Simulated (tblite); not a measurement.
Run report: BSi₂N₂H₈Br (charge +1), geometry relaxation

- system: BSi₂N₂H₈Br, charge +1, multiplicity 2
- method: GFN2-xTB geometry optimisation, gas phase (tblite 0.8.0)

It belongs to a series of runs on one base structure; here: electron removed.

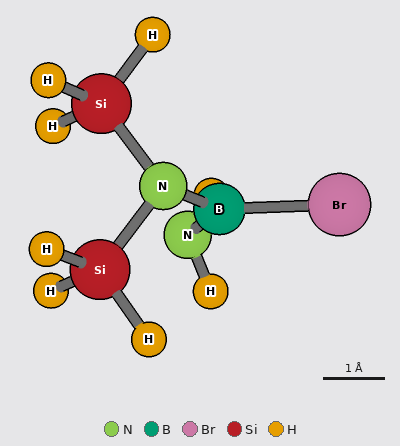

The structure as given in the input (ball-and-stick view, seen at a tilt). Bond lengths as drawn: B–Br 2.02 Å, B–N 1.52 to 1.53 Å, H–N 1.04 Å, H–Si 1.46 to 1.47 Å and N–Si 1.79 Å.

Key numbers

- outcome: converged
- total energy: −499.9214 eV
- hardware: 1 CPU thread, shared host
- wall time: 0.84 s
- peak memory: 0.18 GiB

Input file
```
{"job": {"kind": "relax", "xc": "GFN2-xTB", "basis": "xTB"}, "charge": 1, "multiplicity": 2}
N      1.748000     0.047700    -0.841900
B      1.115300    -0.483000     0.435500
Br     2.281300    -1.448600     1.775000
N     -0.369300    -0.301800     0.733900
Si    -1.325800    -1.083100    -0.558100
Si    -0.762200     1.442000     0.760900
H      2.509400     0.702700    -0.565900
H      2.186800    -0.755000    -1.326300
H     -2.754700    -0.940700    -0.275700
H     -1.027300    -0.448500    -1.854600
H     -0.997300    -2.514600    -0.639100
H      0.041900     2.109300     1.799800
H     -0.467800     2.046900    -0.536300
H     -2.178900     1.626100     1.070700
```

The first line tells a small driver script what to run in tblite; the rest is the geometry in Å.

Launched with:
```bash
OMP_NUM_THREADS=1 python <driver script> task.json out
```

What the program printed
```
step      E/eV     max force
  0    -497.94947    3.354
  1    -498.26980    2.257
  2    -498.51191    2.599
  3    -498.59824    1.185
  4    -498.67268    0.545
  5    -498.70830    0.757
  6    -498.73287    0.729
  7    -498.76957    0.644
  8    -498.78914    0.674
  9    -498.81716    0.671
 10    -498.84787    0.521
 11    -498.87506    0.576
 12    -498.90651    0.781
 13    -498.95210    0.819
 14    -498.98904    0.500
 15    -499.00423    0.306
 16    -499.01132    0.253
 17    -499.02132    0.341
 18    -499.03209    0.377
 19    -499.04332    0.298
 20    -499.05311    0.282
 21    -499.05991    0.232
 22    -499.06523    0.203
 23    -499.07041    0.173
 24    -499.07302    0.106
 25    -499.07421    0.079
 26    -499.07514    0.079
 27    -499.07613    0.098
 28    -499.07724    0.093
 29    -499.07849    0.110
 30    -499.08025    0.146
 31    -499.08397    0.224
 32    -499.09435    0.564
 33    -499.09791    1.006
 34    -499.12469    0.740
 35    -499.16834    0.730
 36    -499.21192    0.974
 37    -499.25096    0.714
 38    -499.33413    0.760
 39    -499.40729    1.026
 40    -499.45474    1.441
 41    -499.60814    0.974
 42    -499.67244    1.740
 43    -499.73488    0.958
 44    -499.77704    0.629
 45    -499.81589    0.663
 46    -499.83602    0.361
 47    -499.85075    0.246
 48    -499.85679    0.183
 49    -499.86147    0.148
 50    -499.86555    0.206
 51    -499.86998    0.226
 52    -499.87524    0.242
 53    -499.87942    0.178
 54    -499.88131    0.096
 55    -499.88234    0.092
 56    -499.88380    0.124
 57    -499.88617    0.182
 58    -499.88948    0.184
 59    -499.89279    0.138
 60    -499.89501    0.149
 61    -499.89636    0.148
 62    -499.89747    0.126
 63    -499.89845    0.084
 64    -499.89940    0.080
 65    -499.90039    0.080
 66    -499.90126    0.078
 67    -499.90182    0.062
 68    -499.90212    0.053
 69    -499.90233    0.039
 70    -499.90253    0.047
 71    -499.90270    0.035
 72    -499.90284    0.035
 73    -499.90297    0.034
 74    -499.90315    0.045
 75    -499.90334    0.044
 76    -499.90347    0.032
 77    -499.90355    0.020
 78    -499.90362    0.025
 79    -499.90373    0.032
 80    -499.90386    0.033
 81    -499.90396    0.034
 82    -499.90404    0.031
 83    -499.90413    0.027
 84    -499.90424    0.034
 85    -499.90437    0.036
 86    -499.90449    0.029
 87    -499.90463    0.039
 88    -499.90484    0.056
 89    -499.90523    0.072
 90    -499.90597    0.078
 91    -499.90704    0.073
 92    -499.90825    0.075
 93    -499.90912    0.061
 94    -499.90960    0.084
 95    -499.91028    0.086
 96    -499.91098    0.126
 97    -499.91296    0.100
 98    -499.91667    0.154
 99    -499.91853    0.110
100    -499.91982    0.057
101    -499.92015    0.043
102    -499.92036    0.026
103    -499.92046    0.024
104    -499.92063    0.034
105    -499.92079    0.027
106    -499.92097    0.028
107    -499.92109    0.019
108    -499.92114    0.011
109    -499.92116    0.011
110    -499.92117    0.012
111    -499.92119    0.016
112    -499.92123    0.022
113    -499.92129    0.022
114    -499.92134    0.015
115    -499.92137    0.009
```

Trajectory as extended XYZ (Å, eV, eV/Å), 8 of the 116 frames kept, from step=0 to step=115
```
14
Properties=species:S:1:pos:R:3:forces:R:3 step=0 energy=-497.94947
N     1.7480    0.0477   -0.8419    0.1980  -1.0430   2.2590
B     1.1153   -0.4830    0.4355   -1.2160   0.1660   0.2740
Br    2.2813   -1.4486    1.7750   -0.8270   0.6900  -0.9690
N    -0.3693   -0.3018    0.7339    2.6960   0.3760  -1.9590
Si   -1.3258   -1.0831   -0.5581   -0.7880  -0.9970  -0.1410
Si   -0.7622    1.4420    0.7609   -0.3420   0.8210   1.0570
H     2.5094    0.7027   -0.5659   -0.5480  -0.5030  -0.6080
H     2.1868   -0.7550   -1.3263   -0.1360   0.7610   0.0250
H    -2.7547   -0.9407   -0.2757    0.1970   0.1830   0.2420
H    -1.0273   -0.4485   -1.8546    0.2140   0.0420   0.0590
H    -0.9973   -2.5146   -0.6391    0.2120   0.1890   0.1410
H     0.0419    2.1093    1.7998    0.0800  -0.2780  -0.1300
H    -0.4678    2.0469   -0.5363    0.2160  -0.0620  -0.2180
H    -2.1789    1.6261    1.0707    0.0470  -0.3470  -0.0320
14
Properties=species:S:1:pos:R:3:forces:R:3 step=16 energy=-499.01132
N     1.9444   -0.0424   -0.7535    0.1540  -0.0550   0.0490
B     1.0793   -0.4124    0.3169    0.0470   0.0730  -0.1620
Br    1.6375   -1.3534    1.8579    0.1500  -0.1280   0.1590
N    -0.3038   -0.0896    0.2992    0.0350   0.0950  -0.1650
Si   -1.3839   -1.1578   -0.6256   -0.0190  -0.0640   0.0380
Si   -0.7759    1.5491    0.8022   -0.0080   0.0180   0.0740
H     2.5871    0.7311   -0.6808    0.0060   0.0160   0.0120
H     2.2880   -0.7135   -1.4229    0.0230  -0.0380   0.0110
H    -2.6606   -0.8631    0.0093   -0.0460  -0.0950  -0.1220
H    -1.1103   -0.6645   -1.9866   -0.1440  -0.0590  -0.0030
H    -0.8370   -2.5012   -0.4443   -0.0610  -0.0450  -0.0100
H     0.1499    1.9039    1.8780   -0.0550   0.0400   0.0220
H    -0.4443    2.2844   -0.4323   -0.1160   0.0770   0.0870
H    -2.1710    1.3288    1.1603    0.0330   0.1650   0.0110
14
Properties=species:S:1:pos:R:3:forces:R:3 step=33 energy=-499.09791
N     2.1528   -0.1439   -0.6238    0.3790   0.1500  -0.7250
B     1.0668   -0.3960    0.2348    0.4250  -0.2160  -0.0770
Br    1.5419   -1.4602    1.7570   -0.2620  -0.2000   0.0970
N    -0.2730    0.0593    0.0643    0.4490  -0.1330   0.1180
Si   -1.3845   -1.1073   -0.6379   -0.4790  -0.6560  -0.1960
Si   -0.7901    1.5683    0.7694   -0.1970   0.8290   0.5340
H     2.4997    0.7899   -0.8297   -0.2950  -0.3580  -0.2620
H     2.6287   -0.8651   -1.1799   -0.1030   0.5250   0.7040
H    -2.6444   -0.8806    0.0625    0.0490  -0.0010  -0.0660
H    -1.4208   -0.8751   -2.0867    0.0810   0.1450   0.0610
H    -0.7495   -2.3964   -0.3465   -0.0870  -0.0400  -0.0730
H     0.1920    1.7628    1.8514   -0.1320   0.0970  -0.0890
H    -0.6513    2.6200   -0.2602    0.0170  -0.2190   0.0320
H    -2.1690    1.3237    1.2031    0.1550   0.0790  -0.0580
14
Properties=species:S:1:pos:R:3:forces:R:3 step=49 energy=-499.86147
N     2.1458   -0.0986   -0.6407   -0.0490  -0.0010   0.0310
B     1.1145   -0.4314    0.1868   -0.0710  -0.0360   0.1030
Br    1.3543   -1.7429    1.5856    0.0920   0.0420   0.1080
N    -0.2539    0.0193    0.1547    0.1160  -0.0680  -0.0240
Si   -1.3926   -1.1350   -0.5972   -0.1100  -0.0280  -0.0440
Si   -0.7542    1.5773    0.8410   -0.0320   0.0740  -0.0070
H     2.0895    0.5581   -1.4012    0.0130   0.0280  -0.0240
H     3.0583   -0.5194   -0.5575    0.0900   0.0480  -0.0230
H    -2.6543   -0.8668    0.0678   -0.0530  -0.0430   0.0560
H    -1.3222   -0.6649   -1.9821   -0.0120   0.0280  -0.1440
H    -0.8272   -2.4737   -0.4543   -0.0640   0.0170  -0.0280
H     0.2037    1.9308    1.8857    0.0140  -0.0650  -0.0080
H    -0.6169    2.4519   -0.3320    0.0730   0.0430  -0.0900
H    -2.1455    1.3949    1.2213   -0.0070  -0.0380   0.0940
14
Properties=species:S:1:pos:R:3:forces:R:3 step=66 energy=-499.90126
N     2.1376   -0.0792   -0.6073    0.0340  -0.0320  -0.0130
B     1.1128   -0.4541    0.2122   -0.0260   0.0380   0.0610
Br    1.4052   -1.6055    1.7309   -0.0120  -0.0050  -0.0080
N    -0.2666   -0.0369    0.1223    0.0680  -0.0300   0.0240
Si   -1.4446   -1.1338   -0.6440   -0.0310  -0.0210  -0.0240
Si   -0.7132    1.5439    0.8169   -0.0100   0.0360  -0.0210
H     2.0204    0.5332   -1.3979    0.0430   0.0110  -0.0470
H     3.0920   -0.3972   -0.5067   -0.0700   0.0270   0.0150
H    -2.6902   -0.8849    0.0655   -0.0100  -0.0120   0.0050
H    -1.3991   -0.6304   -2.0275   -0.0050   0.0020   0.0050
H    -0.9046   -2.4874   -0.5446    0.0120   0.0180  -0.0080
H     0.2747    1.8517    1.8488    0.0150  -0.0200  -0.0160
H    -0.5418    2.4076   -0.3653   -0.0040  -0.0140   0.0170
H    -2.0833    1.3726    1.2744   -0.0030   0.0030   0.0090
14
Properties=species:S:1:pos:R:3:forces:R:3 step=82 energy=-499.90404
N     2.1381   -0.0818   -0.6068   -0.0060   0.0050   0.0030
B     1.1062   -0.4462    0.2091    0.0030   0.0220   0.0160
Br    1.3924   -1.5860    1.7393   -0.0080   0.0000  -0.0020
N    -0.2730   -0.0366    0.1131    0.0050  -0.0040   0.0030
Si   -1.4524   -1.1344   -0.6496   -0.0090  -0.0070  -0.0090
Si   -0.7123    1.5452    0.8135    0.0010   0.0060  -0.0020
H     2.0471    0.5111   -1.4165   -0.0040  -0.0080   0.0110
H     3.0896   -0.3866   -0.4651    0.0240  -0.0160  -0.0120
H    -2.6944   -0.9121    0.0761    0.0020  -0.0040   0.0070
H    -1.4297   -0.6150   -2.0272   -0.0080   0.0060   0.0000
H    -0.8859   -2.4775   -0.5673    0.0020  -0.0050  -0.0140
H     0.3006    1.8286    1.8280    0.0020   0.0130  -0.0010
H    -0.5525    2.4119   -0.3659   -0.0080  -0.0050   0.0030
H    -2.0743    1.3789    1.2970    0.0040  -0.0050  -0.0020
14
Properties=species:S:1:pos:R:3:forces:R:3 step=99 energy=-499.91853
N     2.1852   -0.2057   -0.5297   -0.0160   0.0030   0.0230
B     1.1006   -0.4459    0.2625    0.0300   0.0080  -0.0120
Br    1.2402   -1.4855    1.8806    0.0080  -0.0310   0.0280
N    -0.2557    0.0014    0.0792   -0.0420   0.0050  -0.0220
Si   -1.4264   -1.0979   -0.7076    0.0990   0.0480   0.0030
Si   -0.7302    1.5820    0.7635    0.0410  -0.0200   0.0010
H     2.1643    0.3353   -1.3789   -0.0160   0.0090  -0.0230
H     3.1112   -0.5530   -0.3273    0.0010  -0.0100   0.0090
H    -2.5049   -1.2397    0.2583   -0.0710  -0.0090   0.0630
H    -1.7609   -0.3037   -1.8922   -0.0320   0.0380  -0.0470
H    -0.6963   -2.3182   -1.0239    0.0330  -0.0310   0.0030
H     0.3810    2.0147    1.6037    0.0250  -0.0100   0.0240
H    -0.8207    2.3826   -0.4628   -0.0270   0.0120  -0.0490
H    -1.9881    1.3331    1.4524   -0.0340  -0.0110  -0.0010
14
Properties=species:S:1:pos:R:3:forces:R:3 step=115 energy=-499.92137
N     2.1965   -0.2463   -0.4972   -0.0030   0.0020  -0.0010
B     1.0987   -0.4496    0.2861   -0.0010  -0.0030   0.0020
Br    1.1995   -1.4674    1.9240    0.0000  -0.0020  -0.0020
N    -0.2468    0.0171    0.0678    0.0000   0.0030   0.0020
Si   -1.4118   -1.0749   -0.7309   -0.0020   0.0010  -0.0030
Si   -0.7286    1.5980    0.7419    0.0010  -0.0040   0.0020
H     2.1928    0.2758   -1.3592   -0.0020  -0.0010   0.0030
H     3.1128   -0.6093   -0.2778   -0.0030   0.0030   0.0000
H    -2.4160   -1.3568    0.2938    0.0030  -0.0020   0.0000
H    -1.8938   -0.2133   -1.8152    0.0000  -0.0070   0.0040
H    -0.6345   -2.2276   -1.1721    0.0000  -0.0010  -0.0030
H     0.4095    2.0642    1.5269    0.0000   0.0000   0.0020
H    -0.9249    2.3615   -0.4973    0.0030   0.0080  -0.0040
H    -1.9542    1.3283    1.4870    0.0040   0.0010  -0.0030
```

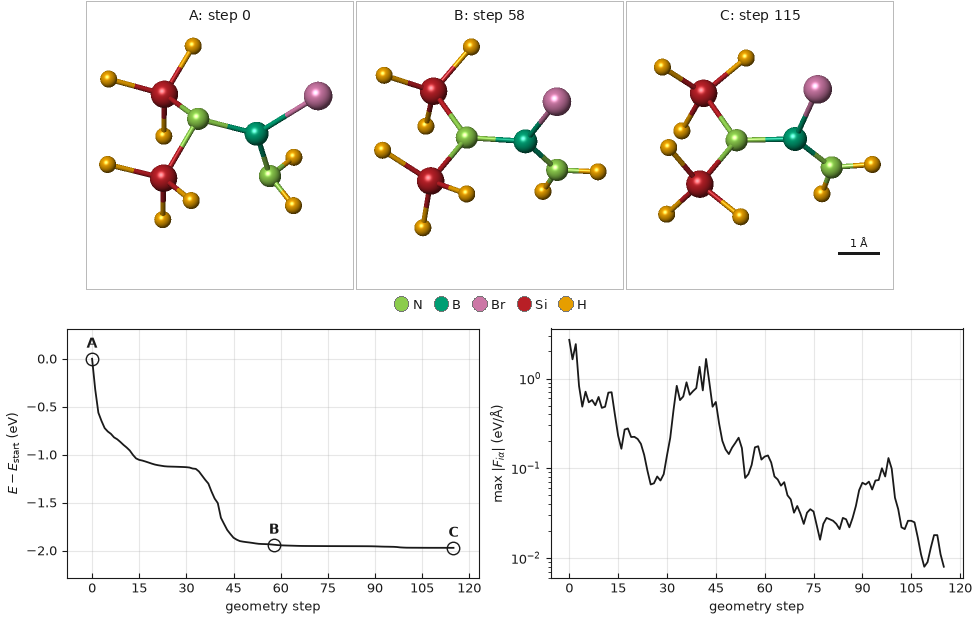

Frames of the relaxation (ball-and-stick view, seen at a tilt) above the curves, on which the letters mark them (steps are counted from 0).

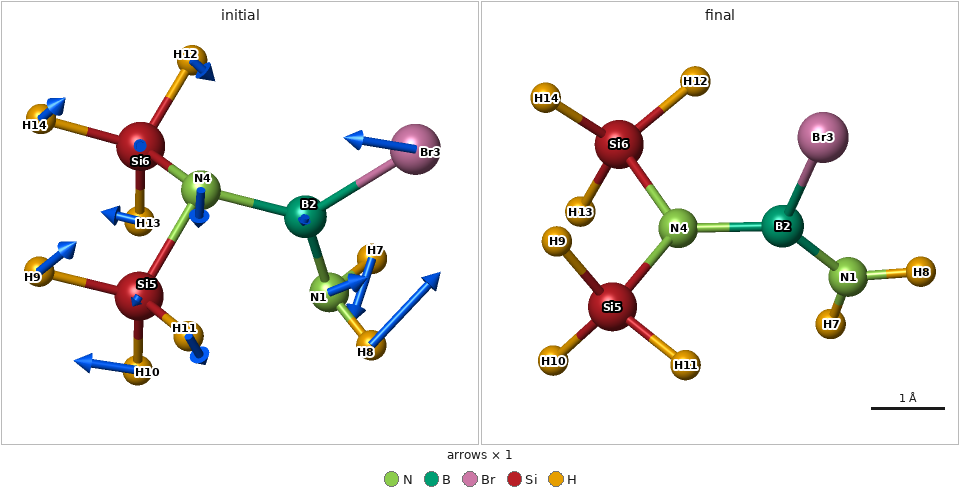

Before (left) and after (right) the relaxation, at one scale (ball-and-stick view, seen at a tilt). The blue arrows give the displacements, at true length. After 115 geometry steps the energy has fallen by 1.972 eV. Largest force component: 2.7 eV/Å at the start, 0.008 eV/Å at the end. H8 moves most after the best rigid fit: 1.40 Å. Largest moves by element: H 1.40 Å, Br 1.06 Å, N 0.75 Å, Si 0.17 Å, B 0.16 Å. Among the contacts that change: N1–B2 1.521 → 1.364 Å, B2–Br3 2.021 → 1.931 Å, B2–N4 1.525 → 1.441 Å, N1–H7 1.042 → 1.008 Å. Among the angles that change: B2–N1–H7 107.5° → 124.4°, B2–N1–H8 107.4° → 123.5°, Si5–N4–Si6 108.6° → 122.3°. (Atoms are counted from 1 in the order of the input.)
